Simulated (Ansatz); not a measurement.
A computed series for Ta: response to strain

Base system: Ta in the bcc (W type) structure (space group Im-3m, No. 229; a = 3.306 Å; relaxed with 0.1 eV smearing). Axes: x, y, z lie along the cube axes.

Strains are applied to the cell and any free atomic positions relax.

Computed with DFT with r2SCAN, PAW potentials and a 500 eV plane-wave cutoff in Ansatz (an electronic-structure program), no SOC.

Notes on the quantities. energy relative to the base: free energy F.

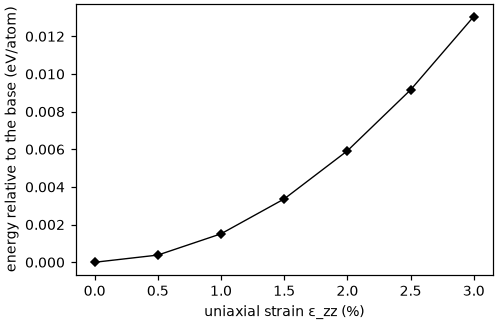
*Energy relative to the base against uniaxial strain ε_zz*

Q: From the plot, what is the energy relative to the base for uniaxial strain ε_zz = +2.00 %?

A: About 0.006 eV/atom.

Q: Is the trend monotonic over the range shown?

A: Yes, it rises throughout, spanning 0 meV/atom to +13 meV/atom.

No phonon test of stability was made. All final runs are without spin polarisation.
